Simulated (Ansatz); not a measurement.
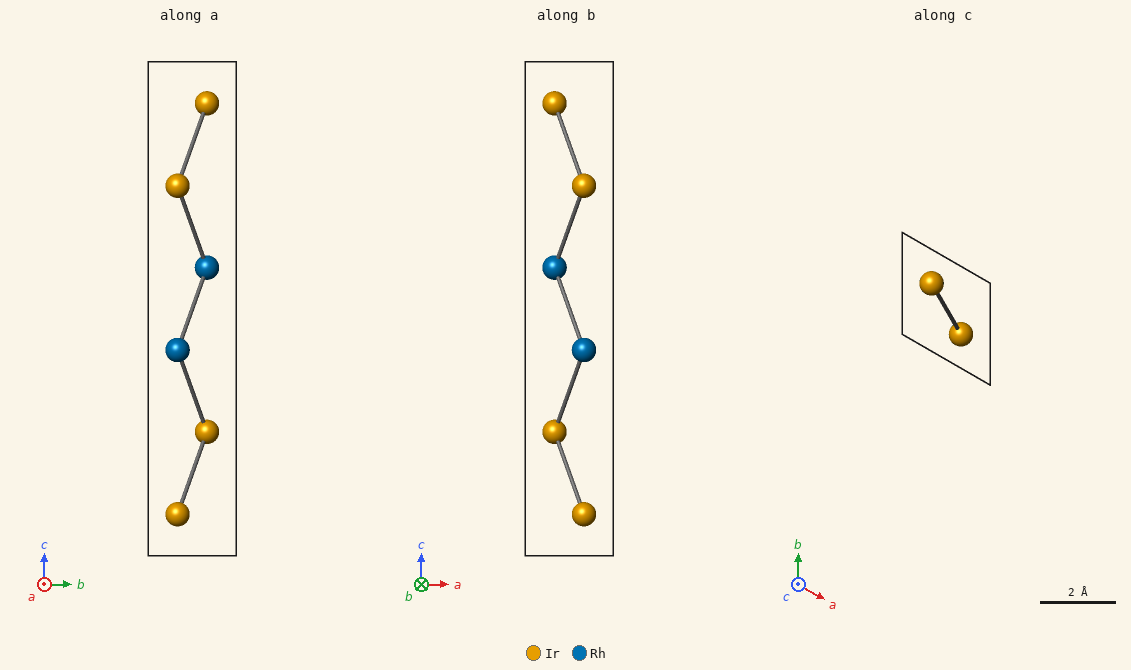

Ball-and-stick drawing of the structure, looking along the a axis, along the b axis and along the c axis. Thin lines show the conventional unit cell, with boundary atoms drawn in all their periodic places.

Lattice parameters: a = 2.7407 Å, b = 2.7407 Å, c = 13.2918 Å, α = 90.000°, β = 90.000°, γ = 120.000°.

**Write down what is shown as a CIF in P1 with every atom of the cell, with free fractional coordinates to two decimals.**

```cif
data_structure
_symmetry_space_group_name_H-M 'P 1'
_symmetry_Int_Tables_number 1
_cell_length_a 2.7407
_cell_length_b 2.7407
_cell_length_c 13.2918
_cell_angle_alpha 90.000
_cell_angle_beta 90.000
_cell_angle_gamma 120.000
_cell_volume 86.47
loop_
_atom_site_label
_atom_site_type_symbol
_atom_site_fract_x
_atom_site_fract_y
_atom_site_fract_z
_atom_site_occupancy
Ir1 Ir 0.3333 0.6667 0.92 1
Ir2 Ir 0.3333 0.6667 0.25 1
Ir3 Ir 0.6667 0.3333 0.08 1
Ir4 Ir 0.6667 0.3333 0.75 1
Rh1 Rh 0.3333 0.6667 0.5834 1
Rh2 Rh 0.6667 0.3333 0.4166 1
```

Source of the structure: a structure type filled with these elements by a generator (whether the compound takes this form wasn't checked). Earlier steps of the study may have refined or changed the cell and positions. A calculation with Ansatz used it as input.

At this level of theory the cell isn't at rest (stretched, at -17 GPa), so its distances can differ from those at equilibrium, the more so the softer the solid.
